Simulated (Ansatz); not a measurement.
# SiNH4ClO (SMILES N[SiH](O)Cl): HF/3-21G

What is the vertical ionisation energy of SiNH4ClO at HF/3-21G? 

The calculation is run with Ansatz 0.2.0.

128 further runs of the same task are left out: 128 set aside as unsound or not needed.

## (1) The system as given

The species is SiNH4ClO (8 atoms), meant as a singlet with charge 0. As SMILES, `N[SiH](O)Cl`. The shape is that of a PBE0-D4/def2-TZVP optimisation. This is one conformer, not always the lowest.

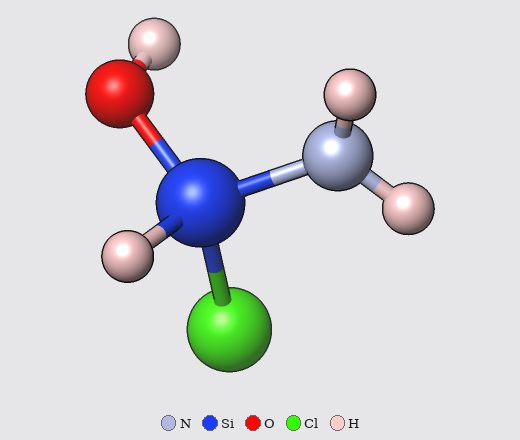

Viewed from a chosen angle; nitrogen light blue, silicon blue, oxygen red, chlorine green, hydrogen pink.

## (2) The energy at HF/3-21G

molecule.yaml reads:

```yaml
crystal:
  periodic: [false, false, false]
  atoms:
    - symbol: "N"
      position_ang: [-0.749800, 0.885600, -0.289000]
    - symbol: Si
      position_ang: [0.524400, -0.226200, -0.115300]
    - symbol: O
      position_ang: [0.551300, -0.861300, 1.386900]
    - symbol: Cl
      position_ang: [0.173100, -1.641600, -1.566900]
    - symbol: H
      position_ang: [-1.217200, 0.998000, -1.172700]
    - symbol: H
      position_ang: [-0.806900, 1.712400, 0.283000]
    - symbol: H
      position_ang: [1.896700, 0.277200, -0.308600]
    - symbol: H
      position_ang: [-0.279500, -1.201200, 1.726700]
basis:
  gaussian: {orbitals: 3-21G.json}
hamiltonian: {xc: hf}
accuracy: high
output: {orbitals: {seedname: orbitals}}
```

The basis set 3-21G is read from a file made from the Basis Set Exchange's data (not shown).

Launch:

```
$ ansatz run molecule.yaml --threads 1 --pin off --max-ram 3480MiB --events-out events.jsonl --progress --plain --runs-dir runs
```

Output:

```text
Warning: RAYON_NUM_THREADS=1 ignored (pool sized by the plan → 1); use --threads N
Functional definition: HF
  name "HF"
  exchange = exact_x
  correlation = 0
1190 factors; integrals over basis functions are off by at most 8.3e-9 eV
mean field evaluation 1: about -23826.9966 eV, gradient 3.7e1 eV
mean field evaluation 2: about -23827.2400 eV, gradient 3.8e1 eV
mean field evaluation 4: about -23829.8956 eV, gradient 2.0e0 eV
mean field evaluation 8: about -23829.9224 eV, gradient 1.4e-1 eV
mean field evaluation 16: about -23829.9226 eV, gradient 5.1e-8 eV
mean field -23829.92255588 eV, -875.7335014268 hartree, gradient 5.1e-8 eV, S^2 0.000000; 0 other end points of the search recorded, 0 dependent functions left out
reference -23829.92255588 eV, -875.7335014268 hartree; 25, 25 occupied and 27, 27 virtual orbitals, 1190 factors
Total energy: -23829.92255588 eV, -875.7335014268 hartree
```

Run time: 0.46 s. Hardware: 1 thread of Intel Xeon 6975P-C (Granite Rapids), shared host; peak memory 0.14 GiB.

## (3) The doublet cation, same level

in.yaml reads:

```yaml
crystal:
  periodic: [false, false, false]
  atoms:
    - {symbol: "N", position_ang: [-0.749800, 0.885600, -0.289000]}
    - {symbol: Si, position_ang: [0.524400, -0.226200, -0.115300]}
    - {symbol: O, position_ang: [0.551300, -0.861300, 1.386900]}
    - {symbol: Cl, position_ang: [0.173100, -1.641600, -1.566900]}
    - {symbol: H, position_ang: [-1.217200, 0.998000, -1.172700]}
    - {symbol: H, position_ang: [-0.806900, 1.712400, 0.283000]}
    - {symbol: H, position_ang: [1.896700, 0.277200, -0.308600]}
    - {symbol: H, position_ang: [-0.279500, -1.201200, 1.726700]}
basis:
  gaussian: {orbitals: 3-21G.json}
total_charge: 1
magnetization: {spin_polarized: true, initial_magnetization: 1}
hamiltonian: {xc: hf}
accuracy: high
output: {orbitals: {seedname: orbitals}}
```

The basis set 3-21G is read from a file made from the Basis Set Exchange's data (not shown).

Launch:

```
$ ansatz run in.yaml --threads 1 --pin off --max-ram 3480MiB --events-out events.jsonl --progress --plain --runs-dir runs
```

Output:

```text
Warning: RAYON_NUM_THREADS=1 ignored (pool sized by the plan → 1); use --threads N
Functional definition: HF
  name "HF"
  exchange = exact_x
  correlation = 0
1189 factors; integrals over basis functions are off by at most 8.3e-9 eV
mean field evaluation 1: about -23814.6636 eV, gradient 3.4e1 eV
mean field evaluation 2: about -23814.8723 eV, gradient 3.4e1 eV
mean field evaluation 4: about -23820.0426 eV, gradient 3.6e0 eV
mean field evaluation 8: about -23820.4903 eV, gradient 6.3e-1 eV
mean field evaluation 16: about -23820.5034 eV, gradient 1.6e-6 eV
mean field evaluation 32: about -23818.8135 eV, gradient 4.7e-1 eV
mean field evaluation 64: about -23818.6755 eV, gradient 3.8e-1 eV
mean field -23820.50343448 eV, -875.3873550999 hartree, gradient 5.6e-8 eV, S^2 0.759237; 0 other end points of the search recorded, 0 dependent functions left out
reference -23820.50343448 eV, -875.3873550999 hartree; 25, 24 occupied and 27, 28 virtual orbitals, 1189 factors
Total energy: -23820.50343448 eV, -875.3873550999 hartree
```

Run time: 0.94 s. Hardware: 1 thread of Intel Xeon 6975P-C (Granite Rapids), shared host; peak memory 0.19 GiB.

## (4) What came out

At HF/3-21G:

| quantity | value |
| --- | --- |
| singlet SiNH4ClO: total energy | -875.73350 Eh |
| singlet SiNH4ClO: HOMO energy | -11.60 eV |
| singlet SiNH4ClO: LUMO energy | 5.16 eV |
| singlet SiNH4ClO: HOMO–LUMO gap | 16.76 eV |
| doublet cation: total energy | -875.38736 Eh |
| doublet cation: HOMO energy (highest over α and β) | -17.48 eV |
| doublet cation: LUMO energy (lowest over α and β) | -7.52 eV |
| doublet cation: ⟨S²⟩ | 0.759 |
| vertical ionisation energy (to the doublet cation) | 9.419 eV |

In words: Removing an electron at fixed nuclei costs 9.42 eV (217 kcal/mol). The negative HOMO energy of the first species, 11.60 eV, lies 2.18 eV above that difference.
